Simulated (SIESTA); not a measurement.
Band structure of Ni (Fm-3m, 1 atom in the cell).

```xyz
1
Lattice="0.0000 1.7371 1.7371 1.7371 0.0000 1.7371 1.7371 1.7371 0.0000" Properties=species:S:1:pos:R:3 pbc="T T T"
Ni     0.0000     0.0000     0.0000
```
Moments meant for the start (each program seeds them in its own way; μB, in the order of the atoms Ni): 1.0.

Level of theory: GGA PBE, numerical atomic orbitals TZP, PseudoDojo PBE standard norm-conserving potentials (rewritten from UPF to PSML) in SIESTA 5.4.2.

Settings: XC.functional = GGA; XC.authors = PBE; potentials = PseudoDojo PBE standard; PAO.BasisSize = TZP; PAO.EnergyShift = 0.01 Ry; MeshCutoff = 300 Ry; kgrid.MonkhorstPack = 11 11 11; OccupationFunction = FD; ElectronicTemperature = 1160.45 K; Spin = polarized; DM.InitSpin = [1 +1.00]; MaxSCFIterations = 150; SCF.Mixer.Method = Broyden; SCF.Mixer.Weight = 0.1.

The starting cell has typed, rounded lattice constants, without a prior relaxation at this level. Its lattice was rescaled by a random factor within 2.5 % of one. With one magnetic atom in the cell only a parallel order is possible. Values carry the incompleteness of an atom-centred basis.

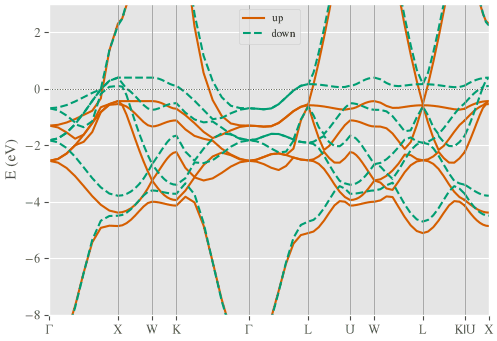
Figure. Bands along the path, energies from the Fermi level.

Levels in eV from the Fermi level, bands 6 to 11 of the first spin channel:
| point | 6 | 7 | 8 | 9 | 10 | 11 |
|---|---|---|---|---|---|---|
| Γ | -2.55 | -2.55 | -2.55 | -1.31 | -1.31 | 32.62 |
| X | -4.39 | -0.54 | -0.44 | -0.44 | 2.31 | 10.73 |
| W | -3.25 | -3.25 | -1.34 | -0.44 | 7.99 | 7.99 |
| K | -3.94 | -2.24 | -1.12 | -0.71 | 5.80 | 7.63 |
| L | -2.53 | -2.53 | -0.58 | -0.58 | -0.55 | 6.14 |
| U | -3.94 | -2.24 | -1.12 | -0.71 | 5.80 | 7.63 |

Bands cross the Fermi level along this path, so the cell is metallic at this level.

Higher empty bands are left out: an atom-centred basis made for the valence describes them poorly.

The net moment of the cell came out as 0.59 μB.
